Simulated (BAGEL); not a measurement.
# CH5GeS− (SMILES C[S][GeH2-]): HF/STO-3G (density fitting with qzvpp-jkfit)

What is the vertical ionisation energy of CH5GeS− at HF/STO-3G (density fitting with qzvpp-jkfit)? 

Program for the calculation: BAGEL 1.2.2.

1 further run of the same task is left out (set aside as unsound or not needed).

## (1) Starting point

CH5GeS−: 8 atoms, total charge -1, spin state singlet. As SMILES, `C[S][GeH2-]`. Geometry: a GFN2-xTB relaxation, a rough one for these elements and not checked as a minimum. This is one conformer, not always the lowest.

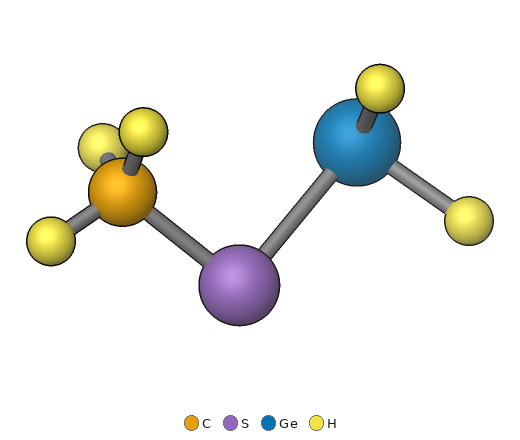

The structure, seen from a chosen angle (carbon amber, sulfur purple, germanium blue, hydrogen yellow).

## (2) A single-point energy at HF/STO-3G (density fitting with qzvpp-jkfit)

input.json reads:

```json
{ "bagel": [

{
  "title": "molecule",
  "basis": "sto-3g",
  "df_basis": "qzvpp-jkfit",
  "angstrom": true,
  "geometry": [
    { "atom": "C", "xyz": [      -0.657170,       1.123040,      -0.356420 ] },
    { "atom": "S", "xyz": [      -0.748550,      -0.075590,       1.001400 ] },
    { "atom": "Ge", "xyz": [       0.522290,      -1.707870,      -0.147850 ] },
    { "atom": "H", "xyz": [      -1.027100,       0.677850,      -1.280650 ] },
    { "atom": "H", "xyz": [       0.376940,       1.434440,      -0.497760 ] },
    { "atom": "H", "xyz": [      -1.268190,       1.986440,      -0.098930 ] },
    { "atom": "H", "xyz": [       1.999630,      -0.896220,       0.120750 ] },
    { "atom": "H", "xyz": [       0.802150,      -2.542100,       1.259450 ] }
  ]
},

{
  "title": "hf",
  "charge": -1
},

{
  "title": "print",
  "file": "orbitals.molden",
  "orbitals": true
}

]}
```

Run with:

```sh
$ BAGEL_NUM_THREADS=1 BAGEL input.json > input.out
```

Log:

```text
* using 1 threads per process

  ===============================================================
  ===============================================================

  *** Geometry ***

  { "atom" : "C", "xyz" : [     -1.241871,      2.122238,     -0.673536 ] },
  { "atom" : "S", "xyz" : [     -1.414554,     -0.142844,      1.892372 ] },
  { "atom" : "Ge", "xyz" : [      0.986985,     -3.227407,     -0.279396 ] },
  { "atom" : "H", "xyz" : [     -1.940938,      1.280951,     -2.420078 ] },
  { "atom" : "H", "xyz" : [      0.712313,      2.710699,     -0.940630 ] },
  { "atom" : "H", "xyz" : [     -2.396532,      3.753828,     -0.186951 ] },
  { "atom" : "H", "xyz" : [      3.778753,     -1.693610,      0.228184 ] },
  { "atom" : "H", "xyz" : [      1.515844,     -4.803873,      2.380016 ] },

  Number of auxiliary basis functions:      559

  Since a DF basis is specified, we compute 2- and 3-index integrals:
    o Being stored without compression. Storage requirement is 0.006 GB

  Number of basis functions:       37
  Number of electrons      :       59

    * METHOD: MOLECULE                             0.26

  *** RHF ***

  === Nuclear Repulsion ===
   239.2932950715

      * DIIS with orbital gradients will be used.

  === RHF iteration (sto-3g) ===
      0      -2485.03451444          0.00812892           0.04
      1      -2485.07546205          0.00249270           0.04
      2      -2485.07887532          0.00071611           0.04
      3      -2485.07934320          0.00012895           0.04
      4      -2485.07935886          0.00002300           0.04
      5      -2485.07935939          0.00000467           0.04
      6      -2485.07935941          0.00000142           0.04
      7      -2485.07935941          0.00000024           0.04
      8      -2485.07935941          0.00000006           0.04
      9      -2485.07935941          0.00000002           0.04
     10      -2485.07935941          0.00000001           0.04
    * SCF iteration converged.

    * Permanent dipole moment:
           (    0.473982,    -0.575631,     0.291569) a.u.

    * METHOD: HF                                   0.61

    * METHOD: PRINT                                0.00

  ===============================================================
```

Wall time 1 s (1 thread of Arm Neoverse V1, shared host); peak memory 0.083 GiB.

## (3) Doublet neutral CH5GeS at the same level

input.json reads:

```json
{ "bagel" : [

{
  "title" : "molecule",
  "basis" : "sto-3g",
  "df_basis" : "qzvpp-jkfit",
  "angstrom" : true,
  "geometry" : [
    { "atom" : "C", "xyz" : [      -0.657170,       1.123040,      -0.356420 ] },
    { "atom" : "S", "xyz" : [      -0.748550,      -0.075590,       1.001400 ] },
    { "atom" : "Ge", "xyz" : [       0.522290,      -1.707870,      -0.147850 ] },
    { "atom" : "H", "xyz" : [      -1.027100,       0.677850,      -1.280650 ] },
    { "atom" : "H", "xyz" : [       0.376940,       1.434440,      -0.497760 ] },
    { "atom" : "H", "xyz" : [      -1.268190,       1.986440,      -0.098930 ] },
    { "atom" : "H", "xyz" : [       1.999630,      -0.896220,       0.120750 ] },
    { "atom" : "H", "xyz" : [       0.802150,      -2.542100,       1.259450 ] }
  ]
},

{ "title" : "uhf", "nopen" : 1 },

{ "title" : "print", "file" : "orbitals.molden", "orbitals" : true }

]}
```

Run with:

```sh
$ BAGEL_NUM_THREADS=1 BAGEL input.json > input.out
```

Log:

```text
* using 1 threads per process

  ===============================================================
  ===============================================================

  *** Geometry ***

  { "atom" : "C", "xyz" : [     -1.241871,      2.122238,     -0.673536 ] },
  { "atom" : "S", "xyz" : [     -1.414554,     -0.142844,      1.892372 ] },
  { "atom" : "Ge", "xyz" : [      0.986985,     -3.227407,     -0.279396 ] },
  { "atom" : "H", "xyz" : [     -1.940938,      1.280951,     -2.420078 ] },
  { "atom" : "H", "xyz" : [      0.712313,      2.710699,     -0.940630 ] },
  { "atom" : "H", "xyz" : [     -2.396532,      3.753828,     -0.186951 ] },
  { "atom" : "H", "xyz" : [      3.778753,     -1.693610,      0.228184 ] },
  { "atom" : "H", "xyz" : [      1.515844,     -4.803873,      2.380016 ] },

  Number of auxiliary basis functions:      559

  Since a DF basis is specified, we compute 2- and 3-index integrals:
    o Being stored without compression. Storage requirement is 0.006 GB

  Number of basis functions:       37
  Number of electrons      :       59

    * METHOD: MOLECULE                             0.26

  *** Open-shell HF ***

  === Nuclear Repulsion ===
   239.2932950715

      * DIIS with orbital gradients will be used.

  === UHF iteration (sto-3g) ===
      0      -2485.11398706          0.01523524           0.08
      1      -2485.15137816          0.00535852           0.08
      2      -2485.15790898          0.00239901           0.08
      3      -2485.15957862          0.00109901           0.08
      4      -2485.16115510          0.00063488           0.08
      5      -2485.16200844          0.00028659           0.08
      6      -2485.16221031          0.00015984           0.08
      7      -2485.16228660          0.00013461           0.08
      8      -2485.16232786          0.00008531           0.08
      9      -2485.16235357          0.00005191           0.08
     10      -2485.16236103          0.00002717           0.08
     11      -2485.16236440          0.00001304           0.08
     12      -2485.16236548          0.00000647           0.08
     13      -2485.16236571          0.00000402           0.08
     14      -2485.16236578          0.00000255           0.08
     15      -2485.16236580          0.00000155           0.08
     16      -2485.16236581          0.00000047           0.08
     17      -2485.16236581          0.00000028           0.09
     18      -2485.16236581          0.00000014           0.08
     19      -2485.16236581          0.00000005           0.08
     20      -2485.16236581          0.00000002           0.09
     21      -2485.16236581          0.00000001           0.09
     22      -2485.16236581          0.00000001           0.08
    * SCF iteration converged.

    * S^2 (UHF) is 0.7649

    * Permanent dipole moment:
           (    0.066873,     0.210546,     0.767248) a.u.

    * METHOD: UHF                                  2.03

    * METHOD: PRINT                                0.00

  ===============================================================
```

It took 2.4 s on 1 thread of Arm Neoverse V1, shared host; peak memory 0.083 GiB.

## (4) What came out

At HF/STO-3G (density fitting with qzvpp-jkfit):

```
                                                              quantity           value
                                         singlet CH5GeS−: total energy  -2485.07936 Eh
                                          singlet CH5GeS−: HOMO energy         1.68 eV
                                          singlet CH5GeS−: LUMO energy        16.44 eV
singlet CH5GeS−: HOMO–LUMO gap (to an unbound level, set by the basis)        14.76 eV
                                  doublet neutral CH5GeS: total energy  -2485.16237 Eh
                                 doublet neutral CH5GeS: dipole moment          2.03 D
                                          doublet neutral CH5GeS: ⟨S²⟩           0.765
                   vertical detachment energy (to the doublet neutral)       -2.259 eV
```

**Reading.** The species is unbound against losing an electron at this level, by 2.26 eV (−218 kJ/mol); missing correlation or diffuse functions can give that sign where the real anion is bound. In a minimal basis such a difference can be off by several eV, whatever the method. The HOMO (singlet CH5GeS−) lies at positive energy, 1.68 eV: the electron is unbound at this level or held by a compact basis; values depend on the basis.
